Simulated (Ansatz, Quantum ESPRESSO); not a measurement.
# CsPbCl3 (Pm-3m): zone-centre phonons, part 2 of 4

Aim: the zone-centre modes of CsPbCl3 (Pm-3m).

Quantum ESPRESSO 7.5; DFT LDA, scalar-relativistic, plane waves, JTH PAW pseudopotentials.

So far. Step 2 (A probe with smearing): A gap of 1.7 eV opens on this mesh, so the crystal is taken as an insulator; the start stands at -1.4 GPa. Step 4 (Self-consistent run for the response): The cell stands at -0.035 GPa, close enough for phonons. The relaxed cell has a = 5.520 Å (conventional setting).

## Step 5: Linear response at Γ

At q = 0 one unit cell holds all displacements; symmetry groups them into irreducible representations that are solved one by one. The response to a field gives ε∞ and the Born charges, which polar modes need.

ph.in

```
phonons
 &inputph
    prefix='x',
    outdir='./tmp',
    fildyn='g.dyn',
    tr2_ph=1.0d-18,
    epsil=.true.,
 /
0.000000000 0.000000000 0.000000000
```

The run is started by

```
$ OMP_NUM_THREADS=1 mpirun -n 4 ph.x -nk 4 -in ph.in > ph.out
```

The program printed:

```text
[banners, grids, parts of the stress and lines that vanish by symmetry left out]
[banner, memory and clock lines left out]
Program PHONON v.7.5

     ./tmp/x.save/

     file Cs.upf: wavefunction(s)  6S 0P 5D 0D renormalized
     file Pb.upf: wavefunction(s)  0S 6P 0P 5D 0D renormalized
     file Cl.upf: wavefunction(s)  3S 0S 3P 0P renormalized

     IMPORTANT: XC functional enforced from input :
     Exchange-correlation= PW
                           (   1   4   0   0   0   0   0)
     Any further DFT definition will be discarded
     Please, verify this is what you really want

     G-vector sticks info

     Check: negative core charge=   -0.000025

     negative rho (up, down):  2.172E-01 0.000E+00
     Reading collected, re-writing distributed wavefunctions in ./tmp/

     Number and degeneracy of irreps per q-point
       N         xq(1)         xq(2)         xq(3)   N irreps
       1   0.000000000   0.000000000   0.000000000       5
        3   3   3   3   3

     Calculation of q =    0.0000000   0.0000000   0.0000000

     phonons

     bravais-lattice index     =            0
     lattice parameter (alat)  =      10.4316  a.u.
     unit-cell volume          =    1135.1635 (a.u.)^3
     number of atoms/cell      =            5
     number of atomic types    =            3
     kinetic-energy cut-off    =      40.0000  Ry
     charge density cut-off    =     200.0000  Ry
     convergence threshold     =      1.0E-18
     beta                      =       0.7000
     number of iterations used =            4
     Exchange-correlation= PW
                           (   1   4   0   0   0   0   0)

     celldm(1)=   10.43165  celldm(2)=    0.00000  celldm(3)=    0.00000
     celldm(4)=    0.00000  celldm(5)=    0.00000  celldm(6)=    0.00000

     crystal axes: (cart. coord. in units of alat)
               a(1) = (  1.0000  0.0000  0.0000 )
               a(2) = (  0.0000  1.0000  0.0000 )
               a(3) = (  0.0000  0.0000  1.0000 )

     reciprocal axes: (cart. coord. in units 2 pi/alat)
               b(1) = (  1.0000  0.0000  0.0000 )
               b(2) = (  0.0000  1.0000  0.0000 )
               b(3) = (  0.0000  0.0000  1.0000 )

     Atoms inside the unit cell:

     Cartesian axes

     site n.  atom      mass           positions (alat units)
        1  Cs    132.9055   tau(    1) = (    0.00000    0.00000    0.00000  )
        2  Pb    207.2000   tau(    2) = (    0.50000    0.50000    0.50000  )
        3  Cl     35.4500   tau(    3) = (    0.50000    0.50000    0.00000  )
        4  Cl     35.4500   tau(    4) = (    0.00000    0.50000    0.50000  )
        5  Cl     35.4500   tau(    5) = (    0.50000    0.00000    0.50000  )

     Computing dynamical matrix for
                    q = (   0.0000000   0.0000000   0.0000000 )

     49 Sym.Ops. (with q -> -q+G )

     G cutoff =  551.2846  (  54339 G-vectors)     FFT grid: ( 48, 48, 48)
     G cutoff =  441.0277  (  38911 G-vectors)  smooth grid: ( 45, 45, 45)
     number of k points=    10
                       cart. coord. in units 2pi/alat
        k(    1) = (   0.0000000   0.0000000   0.0000000), wk =   0.0312500
        k(    2) = (   0.0000000   0.0000000   0.2500000), wk =   0.1875000
        k(    3) = (   0.0000000   0.0000000  -0.5000000), wk =   0.0937500
        [... further k-points left out ...]

     PseudoPot. # 1 for Cs read from file:
     ./pseudo/Cs.upf
     Pseudo is Projector augmented-wave + core cor, Zval =  9.0
     Shape of augmentation charge: SINC**2

     PseudoPot. # 2 for Pb read from file:
     ./pseudo/Pb.upf
     Pseudo is Projector augmented-wave + core cor, Zval = 14.0
     Shape of augmentation charge: BESSEL

     PseudoPot. # 3 for Cl read from file:
     ./pseudo/Cl.upf
     Pseudo is Projector augmented-wave + core cor, Zval =  7.0
     Shape of augmentation charge: SINC**2

     Mode symmetry, O_h (m-3m)  point group:

     Electric field:
     Dielectric constant
     Born effective charges as d Force / d E

     Atomic displacements:
     There are    5 irreducible representations

     Representation     1      3 modes -  To be done

     Representation     2      3 modes -  To be done

     Representation     3      3 modes -  To be done

     Representation     4      3 modes -  To be done

     Representation     5      3 modes -  To be done

     Alpha used in Ewald sum =   1.8000

     negative rho (up, down):  2.172E-01 0.000E+00

     Electric Fields Calculation

      thresh= 1.000E-02 alpha_mix =  0.700 |ddv_scf|^2 =  1.593E-07

      [... iterations left out ...]
      thresh= 1.606E-10 alpha_mix =  0.700 |ddv_scf|^2 =  2.120E-19

     End of electric fields calculation

          Dielectric constant in cartesian axis

          (       5.593483543       0.000000000       0.000000000 )
          (       0.000000000       5.593483543       0.000000000 )
          (       0.000000000       0.000000000       5.593483543 )

          Effective charges (d Force / dE) in cartesian axis without acoustic sum rule applied (asr)

           atom    1  Cs    Mean Z*:        1.31287
      Ex  (        1.31287        0.00000        0.00000 )
      Ey  (        0.00000        1.31287        0.00000 )
      Ez  (        0.00000        0.00000        1.31287 )
           atom    2  Pb    Mean Z*:        3.93403
      Ex  (        3.93403        0.00000        0.00000 )
      Ey  (        0.00000        3.93403        0.00000 )
      Ez  (        0.00000        0.00000        3.93403 )
           atom    3  Cl    Mean Z*:       -2.00032
      Ex  (       -0.52276        0.00000        0.00000 )
      Ey  (        0.00000       -0.52276        0.00000 )
      Ez  (        0.00000        0.00000       -4.95545 )
           atom    4  Cl    Mean Z*:       -2.00032
      Ex  (       -4.95545        0.00000        0.00000 )
      Ey  (        0.00000       -0.52276        0.00000 )
      Ez  (        0.00000        0.00000       -0.52276 )
           atom    5  Cl    Mean Z*:       -2.00032
      Ex  (       -0.52276        0.00000        0.00000 )
      Ey  (        0.00000       -4.95545        0.00000 )
      Ez  (        0.00000        0.00000       -0.52276 )

          Effective charges Sum: Mean:       -0.75406
             -0.75406        0.00000        0.00000
              0.00000       -0.75406        0.00000
              0.00000        0.00000       -0.75406

          Effective charges (d Force / dE) in cartesian axis with asr applied:
           atom    1  Cs    Mean Z*:        1.46368
      E*x (        1.46368        0.00000        0.00000 )
      E*y (        0.00000        1.46368        0.00000 )
      E*z (        0.00000        0.00000        1.46368 )
           atom    2  Pb    Mean Z*:        4.08485
      E*x (        4.08485        0.00000        0.00000 )
      E*y (        0.00000        4.08485        0.00000 )
      E*z (        0.00000        0.00000        4.08485 )
           atom    3  Cl    Mean Z*:       -1.84951
      E*x (       -0.37194        0.00000        0.00000 )
      E*y (        0.00000       -0.37194        0.00000 )
      E*z (        0.00000        0.00000       -4.80464 )
           atom    4  Cl    Mean Z*:       -1.84951
      E*x (       -4.80464        0.00000        0.00000 )
      E*y (        0.00000       -0.37194        0.00000 )
      E*z (        0.00000        0.00000       -0.37194 )
           atom    5  Cl    Mean Z*:       -1.84951
      E*x (       -0.37194        0.00000        0.00000 )
      E*y (        0.00000       -4.80464        0.00000 )
      E*z (        0.00000        0.00000       -0.37194 )

     Representation #   1 modes #   1   2   3

     Self-consistent Calculation

      thresh= 1.000E-02 alpha_mix =  0.700 |ddv_scf|^2 =  1.403E-07

      [... iterations left out ...]
      thresh= 4.316E-10 alpha_mix =  0.700 |ddv_scf|^2 =  6.233E-19

     End of self-consistent calculation

     Convergence has been achieved

     Representation #   2 modes #   4   5   6

     Self-consistent Calculation

      thresh= 1.000E-02 alpha_mix =  0.700 |ddv_scf|^2 =  1.135E-06

      [... iterations left out ...]
      thresh= 4.804E-10 alpha_mix =  0.700 |ddv_scf|^2 =  2.995E-19

     End of self-consistent calculation

     Convergence has been achieved

     Representation #   3 modes #   7   8   9

     Self-consistent Calculation

      thresh= 1.000E-02 alpha_mix =  0.700 |ddv_scf|^2 =  1.219E-07

      [... iterations left out ...]
      thresh= 1.009E-09 alpha_mix =  0.700 |ddv_scf|^2 =  5.434E-19

     End of self-consistent calculation

     Convergence has been achieved

     Representation #   4 modes #  10  11  12

     Self-consistent Calculation

      thresh= 1.000E-02 alpha_mix =  0.700 |ddv_scf|^2 =  3.502E-07

      [... iterations left out ...]
      thresh= 1.186E-10 alpha_mix =  0.700 |ddv_scf|^2 =  8.827E-20

     End of self-consistent calculation

     Convergence has been achieved

     Representation #   5 modes #  13  14  15

     Self-consistent Calculation

      thresh= 1.000E-02 alpha_mix =  0.700 |ddv_scf|^2 =  7.980E-08

      [... iterations left out ...]
      thresh= 4.157E-10 alpha_mix =  0.700 |ddv_scf|^2 =  5.188E-20

     End of self-consistent calculation

     Convergence has been achieved

     Number of q in the star =    1
     List of q in the star:
          1   0.000000000   0.000000000   0.000000000

          Dielectric constant in cartesian axis

          (       5.593483543       0.000000000       0.000000000 )
          (       0.000000000       5.593483543       0.000000000 )
          (       0.000000000       0.000000000       5.593483543 )

          Effective charges (d Force / dE) in cartesian axis without acoustic sum rule applied (asr)

           atom    1  Cs    Mean Z*:        1.31287
      Ex  (        1.31287        0.00000        0.00000 )
      Ey  (        0.00000        1.31287        0.00000 )
      Ez  (        0.00000        0.00000        1.31287 )
           atom    2  Pb    Mean Z*:        3.93403
      Ex  (        3.93403        0.00000        0.00000 )
      Ey  (        0.00000        3.93403        0.00000 )
      Ez  (        0.00000        0.00000        3.93403 )
           atom    3  Cl    Mean Z*:       -2.00032
      Ex  (       -0.52276        0.00000        0.00000 )
      Ey  (        0.00000       -0.52276        0.00000 )
      Ez  (        0.00000        0.00000       -4.95545 )
           atom    4  Cl    Mean Z*:       -2.00032
      Ex  (       -4.95545        0.00000        0.00000 )
      Ey  (        0.00000       -0.52276        0.00000 )
      Ez  (        0.00000        0.00000       -0.52276 )
           atom    5  Cl    Mean Z*:       -2.00032
      Ex  (       -0.52276        0.00000        0.00000 )
      Ey  (        0.00000       -4.95545        0.00000 )
      Ez  (        0.00000        0.00000       -0.52276 )

          Effective charges Sum: Mean:       -0.75406
             -0.75406        0.00000        0.00000
              0.00000       -0.75406        0.00000
              0.00000        0.00000       -0.75406

          Effective charges (d Force / dE) in cartesian axis with asr applied:
           atom    1  Cs    Mean Z*:        1.46368
      E*x (        1.46368        0.00000        0.00000 )
      E*y (        0.00000        1.46368        0.00000 )
      E*z (        0.00000        0.00000        1.46368 )
           atom    2  Pb    Mean Z*:        4.08485
      E*x (        4.08485        0.00000        0.00000 )
      E*y (        0.00000        4.08485        0.00000 )
      E*z (        0.00000        0.00000        4.08485 )
           atom    3  Cl    Mean Z*:       -1.84951
      E*x (       -0.37194        0.00000        0.00000 )
      E*y (        0.00000       -0.37194        0.00000 )
      E*z (        0.00000        0.00000       -4.80464 )
           atom    4  Cl    Mean Z*:       -1.84951
      E*x (       -4.80464        0.00000        0.00000 )
      E*y (        0.00000       -0.37194        0.00000 )
      E*z (        0.00000        0.00000       -0.37194 )
           atom    5  Cl    Mean Z*:       -1.84951
      E*x (       -0.37194        0.00000        0.00000 )
      E*y (        0.00000       -4.80464        0.00000 )
      E*z (        0.00000        0.00000       -0.37194 )

     Diagonalizing the dynamical matrix

     q = (    0.000000000   0.000000000   0.000000000 )

 **************************************************************************
     freq (    1) =      -1.104390 [THz] =     -36.838490 [cm-1]
     freq (    2) =      -1.104390 [THz] =     -36.838490 [cm-1]
     freq (    3) =      -1.104390 [THz] =     -36.838490 [cm-1]
     freq (    4) =      -1.031917 [THz] =     -34.421030 [cm-1]
     freq (    5) =      -1.031917 [THz] =     -34.421030 [cm-1]
     freq (    6) =      -1.031917 [THz] =     -34.421030 [cm-1]
     freq (    7) =       0.128630 [THz] =       4.290649 [cm-1]
     freq (    8) =       0.128630 [THz] =       4.290649 [cm-1]
     freq (    9) =       0.128630 [THz] =       4.290649 [cm-1]
     freq (   10) =       1.014356 [THz] =      33.835270 [cm-1]
     freq (   11) =       1.014356 [THz] =      33.835270 [cm-1]
     freq (   12) =       1.014356 [THz] =      33.835270 [cm-1]
     freq (   13) =       4.798266 [THz] =     160.052910 [cm-1]
     freq (   14) =       4.798266 [THz] =     160.052910 [cm-1]
     freq (   15) =       4.798266 [THz] =     160.052910 [cm-1]
 **************************************************************************

     Mode symmetry, O_h (m-3m)  point group:

     freq (   1-   3) =        -36.8  [cm-1]   --> T_1u G_15  G_4- I
     freq (   4-   6) =        -34.4  [cm-1]   --> T_2u G_25  G_5-
     freq (   7-   9) =          4.3  [cm-1]   --> T_1u G_15  G_4- I
     freq (  10-  12) =         33.8  [cm-1]   --> T_1u G_15  G_4- I
     freq (  13-  15) =        160.1  [cm-1]   --> T_1u G_15  G_4- I
```

Wall time 8.7 min (4 MPI ranks of Arm Neoverse V2, shared host).

Numbers from this step:

```
miss of the charge sum rule                                       : 0.7541 e
largest acoustic frequency at the zone centre before the sum rule : 4.29 cm⁻¹
highest optical zone-centre mode (no LO-TO term)                  : 160.1 cm⁻¹
lowest optical zone-centre mode                                   : -36.84 cm⁻¹
mean high-frequency dielectric constant                           : 5.593
largest Born charge in size (third of the trace)                  : 3.934 e
```

Optical modes; normalised displacements of the dynamical-matrix file. The modes at Γ (shares of kinetic energy by element, %) (negative means imaginary):

| mode | frequency (cm⁻¹) | symmetry | Cs % | Pb % | Cl % |
| --- | --- | --- | --- | --- | --- |
| 1 | -36.8 | T1u | 29 | 0 | 71 |
| 2 | -36.8 | T1u | 29 | 0 | 71 |
| 3 | -36.8 | T1u | 29 | 0 | 71 |
| 4 | -34.4 | T2u | 0 | 0 | 100 |
| 5 | -34.4 | T2u | 0 | 0 | 100 |
| 6 | -34.4 | T2u | 0 | 0 | 100 |
| 7 | 33.8 | T1u | 43 | 37 | 19 |
| 8 | 33.8 | T1u | 43 | 37 | 19 |
| 9 | 33.8 | T1u | 43 | 37 | 19 |
| 10 | 160.1 | T1u | 0 | 14 | 86 |
| 11 | 160.1 | T1u | 0 | 14 | 86 |
| 12 | 160.1 | T1u | 0 | 14 | 86 |

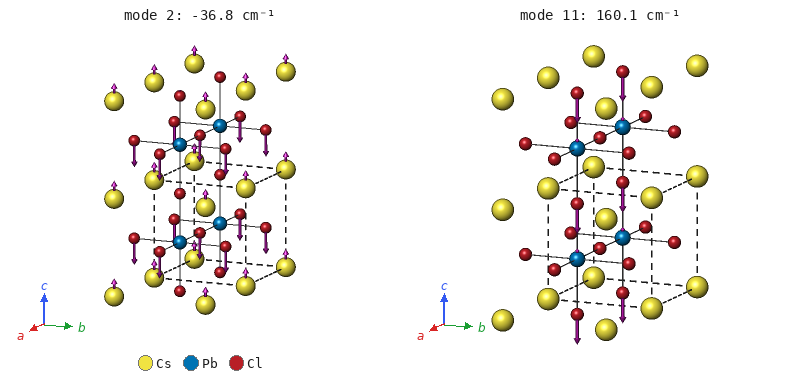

Displacement patterns of modes 2 and 11 at Γ; arrows are exaggerated. 2×1×2 cells are drawn. Some periodic images of atoms are drawn too.

Born charge (rows field, columns displacement), before the sum rule (e), principal values of the symmetric part by kind of site:

```
atom  atoms with these values    low  middle   high   mean
 Cs1                        1   1.31    1.31   1.31   1.31
 Pb2                        1   3.93    3.93   3.93   3.93
 Cl3                        3  -4.96   -0.52  -0.52  -2.00
```

In full for Cs1:

```
1.31 0.00 0.00
0.00 1.31 0.00
0.00 0.00 1.31
```

High-frequency dielectric tensor:

```
5.59 0.00 0.00
0.00 5.59 0.00
0.00 0.00 5.59
```

The acoustic modes at Γ come out as far as 4.3 cm⁻¹ from zero, where they should vanish, a small numerical error; the Born charges miss their sum rule by 0.75 e, too much: mesh or cutoff is short for the field response. The lowest optical mode is imaginary, 37i cm⁻¹, an instability at this level and on this k mesh.

## Step 6: Modes with the sum rule

A rigid shift of the crystal must cost nothing, but grids and finite bases break this; the acoustic sum rule is imposed before the matrix is diagonalised again. With Born charges the intensities follow; a static dielectric tensor has no meaning with imaginary modes.

dynmat.in

```
 &input
    fildyn='g.dyn',
    asr='simple',
    lperm=.true.,
 /
```

The run is started by

```
$ dynmat.x -in dynmat.in > dynmat.out
```

The program printed:

```text
[banner, memory and clock lines left out]
Program DYNMAT v.7.5

     Reading Dynamical Matrix from file g.dyn
     ...Force constants read
     ...epsilon and Z* read
     A direction for q was not specified:TO-LO splitting will be absent

     Polarizability (A^3 units)
     multiply by 0.395076 for Clausius-Mossotti correction
        61.488533    0.000000    0.000000
         0.000000   61.488533    0.000000
         0.000000    0.000000   61.488533

     IR activities are in (D/A)^2/amu units

# mode   [cm-1]    [THz]      IR
    1    -37.60   -1.1272    0.4004
    2    -37.60   -1.1272    0.4004
    3    -37.60   -1.1272    0.4004
    4    -35.38   -1.0606    0.0000
    5    -35.38   -1.0606    0.0000
    6    -35.38   -1.0606    0.0000
    7     -0.00   -0.0000    0.0000
    8      0.00    0.0000    0.0000
    9      0.00    0.0000    0.0000
   10     33.52    1.0048    0.1310
   11     33.52    1.0048    0.1310
   12     33.52    1.0048    0.1310
   13    160.09    4.7993   16.9020
   14    160.09    4.7993   16.9020
   15    160.09    4.7993   16.9020

Electronic dielectric permittivity tensor (relative, adimensional)
         5.593484    0.000000    0.000000
         0.000000    5.593484    0.000000
         0.000000    0.000000    5.593484

 ... with zone-center polar mode contributions
        15.434599    0.000000   -0.000000
         0.000000   15.434599   -0.000000
        -0.000000   -0.000000   15.434599

[end of the log left out, with the tail of the file of modes that dynmat.x writes under the same name]
```

Elapsed: 0.47 s, on 1 thread.

This step gave:

```
lowest optical zone-centre mode : -37.6 cm⁻¹
```

Zone-centre frequencies as printed; negative means imaginary. Modes:

```csv
mode,frequency (cm⁻¹)
1,-37.6
2,-37.6
3,-37.6
4,-35.38
5,-35.38
6,-35.38
7,0
8,0
9,0
10,33.52
11,33.52
12,33.52
13,160.1
14,160.1
15,160.1
```

Degenerate modes summed, no LO-TO term; imaginary modes left out. Infrared lines, with heights relative to the strongest:

```csv
position (cm⁻¹),lines merged,label,"IR intensity, relative"
34,3,T1u,0.8
160,3,T1u,100
```

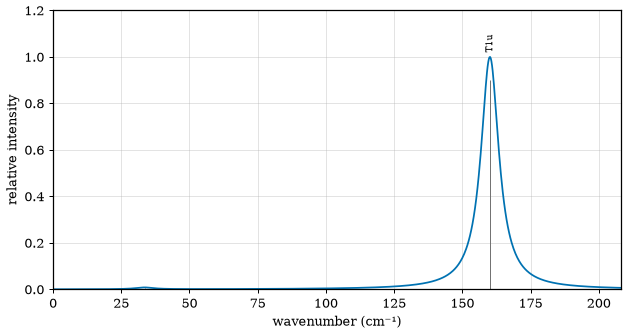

The infrared spectrum, broadened with Lorentzians of width 8 cm⁻¹; bars mark the lines.

The rule also moves an optical mode by 1.0 cm⁻¹.

## Step 7: Sum rules set otherwise: a sum rule for molecules or wires on a crystal

This rule also removes rotations, which suits wires and not a crystal; it is tried to see the harm.

dynmat.in

```
 &input
    fildyn='g.dyn',
    asr='one-dim',
    lperm=.true.,
 /
```

The run is started by

```
$ dynmat.x -in dynmat.in > dynmat.out
```

The program printed:

```text
[banner, memory and clock lines left out]
Program DYNMAT v.7.5

     Reading Dynamical Matrix from file g.dyn
     ...Force constants read
     ...epsilon and Z* read
asr rotation axis in 1D system=    3
     Acoustic Sum Rule: || Z*(ASR) - Z*(orig)|| =    1.155165E+00
     Acoustic Sum Rule: ||dyn(ASR) - dyn(orig)||=    1.041569E-02
     A direction for q was not specified:TO-LO splitting will be absent

     Polarizability (A^3 units)
     multiply by 0.395076 for Clausius-Mossotti correction
        61.488533    0.000000    0.000000
         0.000000   61.488533    0.000000
         0.000000    0.000000   61.488533

     IR activities are in (D/A)^2/amu units

# mode   [cm-1]    [THz]      IR
    1    -38.30   -1.1483    0.4588
    2    -36.96   -1.1080    0.3991
    3    -36.96   -1.1080    0.3991
    4    -34.42   -1.0319    0.0000
    5    -34.42   -1.0319    0.0000
    6     -0.00   -0.0000    0.0000
    7      0.00    0.0000    0.0000
    8      0.00    0.0000    0.0000
    9      0.00    0.0000    0.0000
   10     24.70    0.7405    0.2139
   11     33.69    1.0099    0.1312
   12     33.69    1.0099    0.1312
   13    159.83    4.7915   15.0595
   14    160.08    4.7991   16.9032
   15    160.08    4.7991   16.9032

Electronic dielectric permittivity tensor (relative, adimensional)
         5.593484    0.000000    0.000000
         0.000000    5.593484    0.000000
         0.000000    0.000000    5.593484

 ... with zone-center polar mode contributions
        16.468714   -1.045778   -0.000000
        -1.045778   16.468714    0.000000
        -0.000000    0.000000   15.422937

[end of the log left out, with the tail of the file of modes that dynmat.x writes under the same name]
```

Wall time 0.47 s (1 thread).

The program raised no error, yet the settings are not those of a careful run.

The fault: a sum rule for molecules or wires on a crystal; 1 optical mode is projected out to zero frequency, as if it were a rotation.

For a crystal the rule has to be 'simple' or 'crystal'.

Zone-centre frequencies as printed; negative means imaginary. Modes:

| mode | frequency (cm⁻¹) |
| --- | --- |
| 1 | -38.3 |
| 2 | -36.96 |
| 3 | -36.96 |
| 4 | -34.42 |
| 5 | -34.42 |
| 6 | 0 |
| 7 | 0 |
| 8 | 0 |
| 9 | 0 |
| 10 | 24.7 |
| 11 | 33.69 |
| 12 | 33.69 |
| 13 | 159.8 |
| 14 | 160.1 |
| 15 | 160.1 |

(Part 2 of 4 ends here.)

[Host names and launcher messages were left out of these logs when they were recorded.]

[Logs are printed without paths, hosts, clocks, repeated set-up lines and the standing remarks that a program may print on its own settings, such as how far it seeks lower states.]

[Hosts, paths, dates, database ids (printed as entryN), source tags and the programs' standing remarks are cut or masked in the printed files.]
